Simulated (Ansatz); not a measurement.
**Run report: Si₁₆O, molecular dynamics (part 5 of 5)**

Si₁₆O (defect cell, 17 atoms in the cell); DFT PBE, scalar-relativistic, plane waves, PAW, PAW set soft_1, spin-polarised (Ansatz 0.2.0); cutoff 420 eV, 2×2×2 k-mesh, Fermi–Dirac smearing of 0.05 eV, collinear spins. One setting was made poor on purpose. It belongs to a series of runs on one base structure; here: dynamics from the start.

Geometry of the input (Å; fractional positions):
```
0.0000  5.4300  5.4300
5.4300  0.0000  5.4300
5.4300  5.4300  0.0000
Si -0.0036  0.0020  0.0015
Si 0.1256  0.1258  0.1234
Si 0.0047  -0.0158  0.4975
Si 0.1527  0.0773  0.6301
Si 0.0029  0.5002  0.0008
Si 0.1232  0.6265  0.1291
Si 0.0368  0.4485  0.5041
Si 0.1269  0.6089  0.6268
Si 0.4995  0.0152  0.0008
Si 0.6221  0.1813  0.0851
Si 0.5100  0.0472  0.4569
Si 0.6290  0.1225  0.6271
Si 0.4947  0.5530  -0.0290
Si 0.6284  0.6399  0.1238
Si 0.5007  0.4922  0.4996
Si 0.6655  0.5783  0.6146
O  0.6846  0.8126  0.4292
```

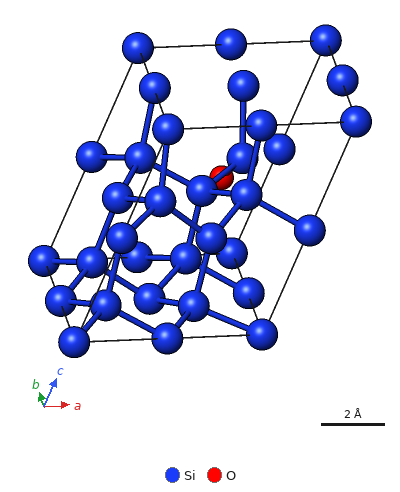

**Figure 1.** The geometry at step 177 of the log (ball-and-stick view of the cell of the calculation, seen at an oblique angle).

Trajectory as extended XYZ, continued:
```
17
Lattice="0.0000 5.4300 5.4300 5.4300 0.0000 5.4300 5.4300 5.4300 0.0000" Properties=species:S:1:pos:R:3:forces:R:3 step=153 time_fs=153.0 energy=-10738.86672 temperature=4.7
Si    0.0085   -0.0255   -0.0235    0.0035   0.0242  -0.0012
Si    1.3455    1.3338    1.3550   -0.0146  -0.0204   0.0002
Si    2.6081    2.6953   -0.0824   -0.0032   0.0187   0.0083
Si    3.8221    4.2330    1.2215   -0.0001   0.0140   0.0190
Si    2.7311    0.0239    2.7280   -0.0004   0.0268  -0.0024
Si    4.1059    1.3852    4.0664    0.0119  -0.0345  -0.0153
Si    5.1706    2.9826    2.6554   -0.0045  -0.0216   0.0010
Si    6.7188    4.1236    4.0171    0.0156  -0.0497  -0.0322
Si    0.0547    2.6709    2.7920    0.0458   0.0271  -0.0069
Si    1.4198    3.8104    4.3400    0.0087   0.0123  -0.0088
Si    2.7187    5.2106    3.0073   -0.0404   0.0856   0.0033
Si    4.0662    6.7618    4.0876   -0.0227  -0.0159  -0.0364
Si    2.8574    2.5515    5.6811   -0.0110   0.0329  -0.0164
Si    4.1639    4.0926    6.8872   -0.0160  -0.0045   0.0370
Si    5.4238    5.4615    5.4341    0.0003   0.0222   0.0106
Si    6.4987    7.0146    6.7820   -0.0073  -0.1163   0.0568
O     6.7730    6.1073    8.1533    0.0346  -0.0009  -0.0165
17
Lattice="0.0000 5.4300 5.4300 5.4300 0.0000 5.4300 5.4300 5.4300 0.0000" Properties=species:S:1:pos:R:3:forces:R:3 step=158 time_fs=158.0 energy=-10738.86606 temperature=5.1
Si    0.0069   -0.0257   -0.0257    0.0058   0.0103   0.0019
Si    1.3449    1.3307    1.3527   -0.0176  -0.0083   0.0182
Si    2.6069    2.6924   -0.0836    0.0138   0.0225   0.0046
Si    3.8203    4.2325    1.2183   -0.0097   0.0137   0.0404
Si    2.7319    0.0252    2.7286   -0.0079   0.0194  -0.0006
Si    4.1067    1.3866    4.0661   -0.0005  -0.0215  -0.0157
Si    5.1694    2.9858    2.6564    0.0016  -0.0214  -0.0072
Si    6.7201    4.1238    4.0184    0.0080  -0.0436  -0.0408
Si    0.0541    2.6686    2.7904    0.0422   0.0251  -0.0149
Si    1.4163    3.8081    4.3394    0.0285   0.0175  -0.0126
Si    2.7180    5.2078    3.0080   -0.0257   0.0926  -0.0034
Si    4.0675    6.7599    4.0878   -0.0300  -0.0364  -0.0360
Si    2.8583    2.5537    5.6809   -0.0240   0.0293  -0.0101
Si    4.1643    4.0945    6.8883   -0.0114  -0.0162   0.0299
Si    5.4263    5.4619    5.4362    0.0030   0.0405   0.0182
Si    6.4998    7.0175    6.7851   -0.0016  -0.1189   0.0328
O     6.7768    6.1119    8.1561    0.0252  -0.0049  -0.0048
17
Lattice="0.0000 5.4300 5.4300 5.4300 0.0000 5.4300 5.4300 5.4300 0.0000" Properties=species:S:1:pos:R:3:forces:R:3 step=163 time_fs=163.0 energy=-10738.86531 temperature=5.6
Si    0.0053   -0.0258   -0.0281    0.0063  -0.0077   0.0060
Si    1.3442    1.3273    1.3504   -0.0173   0.0078   0.0331
Si    2.6057    2.6894   -0.0849    0.0314   0.0230   0.0016
Si    3.8183    4.2321    1.2153   -0.0179   0.0139   0.0609
Si    2.7326    0.0268    2.7293   -0.0163   0.0077   0.0014
Si    4.1076    1.3879    4.0657   -0.0149  -0.0033  -0.0121
Si    5.1682    2.9889    2.6574    0.0082  -0.0238  -0.0185
Si    6.7216    4.1236    4.0194   -0.0025  -0.0309  -0.0444
Si    0.0538    2.6664    2.7885    0.0330   0.0197  -0.0193
Si    1.4126    3.8057    4.3386    0.0489   0.0253  -0.0160
Si    2.7169    5.2056    3.0086    0.0047   0.0785  -0.0079
Si    4.0688    6.7575    4.0877   -0.0291  -0.0467  -0.0305
Si    2.8589    2.5564    5.6805   -0.0381   0.0196  -0.0019
Si    4.1648    4.0964    6.8897   -0.0052  -0.0253   0.0183
Si    5.4291    5.4626    5.4385    0.0028   0.0468   0.0193
Si    6.5009    7.0195    6.7887    0.0042  -0.0983  -0.0062
O     6.7812    6.1169    8.1591    0.0017  -0.0065   0.0160
17
Lattice="0.0000 5.4300 5.4300 5.4300 0.0000 5.4300 5.4300 5.4300 0.0000" Properties=species:S:1:pos:R:3:forces:R:3 step=167 time_fs=167.0 energy=-10738.86455 temperature=6.1
Si    0.0039   -0.0260   -0.0301    0.0052  -0.0231   0.0101
Si    1.3435    1.3243    1.3487   -0.0146   0.0221   0.0409
Si    2.6048    2.6869   -0.0860    0.0441   0.0212   0.0002
Si    3.8165    4.2318    1.2131   -0.0219   0.0141   0.0738
Si    2.7332    0.0283    2.7299   -0.0226  -0.0039   0.0027
Si    4.1082    1.3890    4.0652   -0.0269   0.0131  -0.0063
Si    5.1671    2.9915    2.6581    0.0137  -0.0277  -0.0291
Si    6.7229    4.1232    4.0200   -0.0125  -0.0170  -0.0427
Si    0.0537    2.6646    2.7868    0.0221   0.0133  -0.0188
Si    1.4098    3.8038    4.3378    0.0638   0.0327  -0.0188
Si    2.7160    5.2042    3.0092    0.0334   0.0557  -0.0097
Si    4.0696    6.7552    4.0874   -0.0218  -0.0461  -0.0228
Si    2.8592    2.5589    5.6802   -0.0480   0.0083   0.0051
Si    4.1651    4.0979    6.8911    0.0001  -0.0298   0.0066
Si    5.4316    5.4635    5.4407    0.0006   0.0418   0.0149
Si    6.5019    7.0207    6.7918    0.0084  -0.0694  -0.0400
O     6.7851    6.1211    8.1618   -0.0234  -0.0051   0.0339
17
Lattice="0.0000 5.4300 5.4300 5.4300 0.0000 5.4300 5.4300 5.4300 0.0000" Properties=species:S:1:pos:R:3:forces:R:3 step=172 time_fs=172.0 energy=-10738.86338 temperature=6.6
Si    0.0020   -0.0264   -0.0327    0.0020  -0.0403   0.0164
Si    1.3425    1.3206    1.3466   -0.0080   0.0397   0.0437
Si    2.6040    2.6838   -0.0874    0.0559   0.0172  -0.0001
Si    3.8138    4.2316    1.2107   -0.0223   0.0134   0.0822
Si    2.7337    0.0302    2.7308   -0.0289  -0.0196   0.0037
Si    4.1089    1.3907    4.0646   -0.0412   0.0325   0.0039
Si    5.1658    2.9947    2.6588    0.0208  -0.0350  -0.0427
Si    6.7245    4.1225    4.0204   -0.0256   0.0027  -0.0350
Si    0.0538    2.6623    2.7844    0.0058   0.0042  -0.0120
Si    1.4065    3.8016    4.3366    0.0786   0.0421  -0.0231
Si    2.7151    5.2027    3.0098    0.0625   0.0221  -0.0105
Si    4.0707    6.7517    4.0868   -0.0053  -0.0343  -0.0100
Si    2.8593    2.5622    5.6799   -0.0552  -0.0083   0.0130
Si    4.1655    4.0997    6.8929    0.0056  -0.0318  -0.0099
Si    5.4349    5.4651    5.4437   -0.0042   0.0232   0.0034
Si    6.5032    7.0216    6.7956    0.0131  -0.0270  -0.0735
O     6.7899    6.1267    8.1660   -0.0537  -0.0008   0.0505
17
Lattice="0.0000 5.4300 5.4300 5.4300 0.0000 5.4300 5.4300 5.4300 0.0000" Properties=species:S:1:pos:R:3:forces:R:3 step=177 time_fs=177.0 energy=-10738.86209 temperature=7.1
Si    0.0000   -0.0272   -0.0354   -0.0029  -0.0515   0.0237
Si    1.3412    1.3169    1.3448    0.0011   0.0543   0.0380
Si    2.6037    2.6806   -0.0890    0.0611   0.0131   0.0010
Si    3.8107    4.2315    1.2089   -0.0168   0.0106   0.0793
Si    2.7341    0.0321    2.7317   -0.0320  -0.0341   0.0034
Si    4.1093    1.3927    4.0640   -0.0533   0.0467   0.0165
Si    5.1646    2.9980    2.6592    0.0275  -0.0434  -0.0544
Si    6.7261    4.1219    4.0206   -0.0376   0.0215  -0.0219
Si    0.0539    2.6598    2.7816   -0.0111  -0.0042   0.0012
Si    1.4037    3.7995    4.3351    0.0865   0.0498  -0.0283
Si    2.7147    5.2013    3.0104    0.0705  -0.0042  -0.0112
Si    4.0717    6.7477    4.0861    0.0172  -0.0123   0.0052
Si    2.8589    2.5658    5.6796   -0.0539  -0.0246   0.0188
Si    4.1660    4.1013    6.8949    0.0087  -0.0302  -0.0264
Si    5.4384    5.4670    5.4470   -0.0104  -0.0063  -0.0125
Si    6.5049    7.0225    6.7991    0.0169   0.0112  -0.0860
O     6.7944    6.1328    8.1713   -0.0714   0.0036   0.0535
17
Lattice="0.0000 5.4300 5.4300 5.4300 0.0000 5.4300 5.4300 5.4300 0.0000" Properties=species:S:1:pos:R:3:forces:R:3 step=181 time_fs=181.0 energy=-10738.86110 temperature=7.7
Si   -0.0018   -0.0282   -0.0376   -0.0073  -0.0538   0.0298
Si    1.3401    1.3140    1.3435    0.0093   0.0621   0.0279
Si    2.6038    2.6778   -0.0903    0.0599   0.0109   0.0026
Si    3.8079    4.2314    1.2078   -0.0082   0.0063   0.0683
Si    2.7342    0.0335    2.7326   -0.0317  -0.0432   0.0021
Si    4.1093    1.3948    4.0635   -0.0603   0.0519   0.0269
Si    5.1637    3.0005    2.6592    0.0320  -0.0497  -0.0607
Si    6.7272    4.1214    4.0206   -0.0452   0.0332  -0.0090
Si    0.0540    2.6576    2.7792   -0.0230  -0.0087   0.0153
Si    1.4017    3.7980    4.3336    0.0866   0.0533  -0.0324
Si    2.7147    5.2001    3.0109    0.0565  -0.0121  -0.0122
Si    4.0727    6.7440    4.0855    0.0366   0.0098   0.0179
Si    2.8581    2.5688    5.6794   -0.0460  -0.0354   0.0215
Si    4.1665    4.1026    6.8964    0.0085  -0.0272  -0.0382
Si    5.4414    5.4686    5.4498   -0.0156  -0.0339  -0.0262
Si    6.5064    7.0232    6.8016    0.0187   0.0320  -0.0775
O     6.7974    6.1380    8.1764   -0.0709   0.0047   0.0439
17
Lattice="0.0000 5.4300 5.4300 5.4300 0.0000 5.4300 5.4300 5.4300 0.0000" Properties=species:S:1:pos:R:3:forces:R:3 step=186 time_fs=186.0 energy=-10738.85992 temperature=8.6
Si   -0.0042   -0.0300   -0.0404   -0.0123  -0.0467   0.0366
Si    1.3388    1.3106    1.3418    0.0196   0.0654   0.0101
Si    2.6044    2.6742   -0.0922    0.0513   0.0114   0.0048
Si    3.8040    4.2314    1.2068    0.0066  -0.0020   0.0450
Si    2.7341    0.0351    2.7337   -0.0276  -0.0496  -0.0009
Si    4.1088    1.3981    4.0631   -0.0644   0.0483   0.0383
Si    5.1628    3.0035    2.6587    0.0353  -0.0552  -0.0626
Si    6.7283    4.1210    4.0206   -0.0505   0.0403   0.0079
Si    0.0538    2.6546    2.7760   -0.0336  -0.0099   0.0347
Si    1.3998    3.7964    4.3313    0.0780   0.0529  -0.0363
Si    2.7152    5.1984    3.0114    0.0157  -0.0011  -0.0139
Si    4.0744    6.7392    4.0849    0.0584   0.0384   0.0333
Si    2.8568    2.5725    5.6794   -0.0283  -0.0439   0.0220
Si    4.1673    4.1040    6.8982    0.0046  -0.0227  -0.0492
Si    5.4453    5.4705    5.4533   -0.0209  -0.0679  -0.0410
Si    6.5086    7.0245    6.8044    0.0183   0.0408  -0.0464
O     6.8006    6.1453    8.1841   -0.0502   0.0013   0.0173
17
Lattice="0.0000 5.4300 5.4300 5.4300 0.0000 5.4300 5.4300 5.4300 0.0000" Properties=species:S:1:pos:R:3:forces:R:3 step=191 time_fs=191.0 energy=-10738.85862 temperature=9.7
Si   -0.0070   -0.0323   -0.0430   -0.0153  -0.0285   0.0414
Si    1.3374    1.3075    1.3402    0.0283   0.0611  -0.0101
Si    2.6055    2.6704   -0.0941    0.0360   0.0164   0.0063
Si    3.7998    4.2314    1.2062    0.0235  -0.0126   0.0153
Si    2.7337    0.0364    2.7350   -0.0200  -0.0490  -0.0053
Si    4.1077    1.4020    4.0630   -0.0625   0.0326   0.0459
Si    5.1621    3.0063    2.6577    0.0346  -0.0564  -0.0561
Si    6.7291    4.1210    4.0206   -0.0499   0.0370   0.0227
Si    0.0534    2.6512    2.7729   -0.0372  -0.0049   0.0523
Si    1.3984    3.7952    4.3284    0.0599   0.0463  -0.0365
Si    2.7159    5.1965    3.0118   -0.0377   0.0302  -0.0146
Si    4.0768    6.7342    4.0845    0.0724   0.0628   0.0466
Si    2.8551    2.5762    5.6796   -0.0048  -0.0453   0.0196
Si    4.1681    4.1054    6.8996   -0.0029  -0.0191  -0.0544
Si    5.4495    5.4720    5.4569   -0.0236  -0.0947  -0.0490
Si    6.5112    7.0263    6.8071    0.0132   0.0304  -0.0033
O     6.8033    6.1532    8.1927   -0.0139  -0.0063  -0.0209
17
Lattice="0.0000 5.4300 5.4300 5.4300 0.0000 5.4300 5.4300 5.4300 0.0000" Properties=species:S:1:pos:R:3:forces:R:3 step=195 time_fs=195.0 energy=-10738.85738 temperature=10.7
Si   -0.0095   -0.0346   -0.0451   -0.0152  -0.0074   0.0429
Si    1.3364    1.3052    1.3386    0.0332   0.0527  -0.0253
Si    2.6067    2.6671   -0.0958    0.0202   0.0238   0.0066
Si    3.7963    4.2313    1.2057    0.0367  -0.0217  -0.0090
Si    2.7332    0.0373    2.7360   -0.0123  -0.0435  -0.0098
Si    4.1063    1.4057    4.0632   -0.0563   0.0120   0.0477
Si    5.1617    3.0084    2.6563    0.0301  -0.0536  -0.0440
Si    6.7294    4.1212    4.0208   -0.0447   0.0262   0.0309
Si    0.0528    2.6483    2.7705   -0.0343   0.0036   0.0624
Si    1.3975    3.7943    4.3257    0.0397   0.0369  -0.0322
Si    2.7163    5.1951    3.0121   -0.0751   0.0628  -0.0134
Si    4.0793    6.7303    4.0845    0.0752   0.0760   0.0549
Si    2.8536    2.5791    5.6799    0.0148  -0.0413   0.0159
Si    4.1689    4.1065    6.9006   -0.0109  -0.0179  -0.0534
Si    5.4529    5.4727    5.4597   -0.0234  -0.1069  -0.0484
Si    6.5135    7.0280    6.8093    0.0046   0.0119   0.0285
O     6.8055    6.1601    8.2000    0.0176  -0.0134  -0.0541
17
Lattice="0.0000 5.4300 5.4300 5.4300 0.0000 5.4300 5.4300 5.4300 0.0000" Properties=species:S:1:pos:R:3:forces:R:3 step=200 time_fs=200.0 energy=-10738.85553 temperature=12.0
Si   -0.0131   -0.0377   -0.0476   -0.0110   0.0239   0.0409
Si    1.3354    1.3024    1.3364    0.0358   0.0378  -0.0396
Si    2.6085    2.6629   -0.0980   -0.0015   0.0363   0.0054
Si    3.7919    4.2310    1.2050    0.0503  -0.0315  -0.0340
Si    2.7325    0.0380    2.7374   -0.0021  -0.0310  -0.0163
Si    4.1040    1.4108    4.0638   -0.0428  -0.0212   0.0433
Si    5.1614    3.0108    2.6542    0.0189  -0.0458  -0.0207
Si    6.7296    4.1217    4.0213   -0.0325   0.0036   0.0342
Si    0.0517    2.6442    2.7677   -0.0234   0.0190   0.0670
Si    1.3967    3.7935    4.3217    0.0099   0.0213  -0.0198
Si    2.7162    5.1936    3.0124   -0.0973   0.1008  -0.0091
Si    4.0833    6.7255    4.0849    0.0662   0.0819   0.0620
Si    2.8516    2.5828    5.6804    0.0354  -0.0309   0.0097
Si    4.1698    4.1078    6.9015   -0.0219  -0.0192  -0.0453
Si    5.4574    5.4728    5.4631   -0.0202  -0.1080  -0.0376
Si    6.5167    7.0305    6.8127   -0.0121  -0.0164   0.0498
O     6.8087    6.1693    8.2092    0.0482  -0.0206  -0.0899
```

Results in brief:

- outcome: finished
- mean temperature over the second half: 5 K
- trajectory: 200 steps, 200 fs
- ensemble: nvt_nose_hoover
- temperature in the input: 600.0 K
- time step: 1 fs
- electrons treated: 70
- potential energy (free energy of the electrons) (last step): −10738.8555 eV
- Fermi energy (last step): 6.610 eV
- net moment of the cell (last step): 0.00 μB
- integrated absolute moment (last step): 0.00 μB
- largest force (length of the vector) (last step): 0.140 eV/Å
- wall time: 14 min
- peak memory: 0.62 GiB

Warnings of the run: spin is on but no starting moments are given. A deliberately poor setting: cold start. The k-point mesh is coarse for a cell of this size, so the results may not be converged. So short a trajectory is not equilibrated. The temperature stays far from the 600 K of the thermostat over the second half: the run isn't equilibrated.
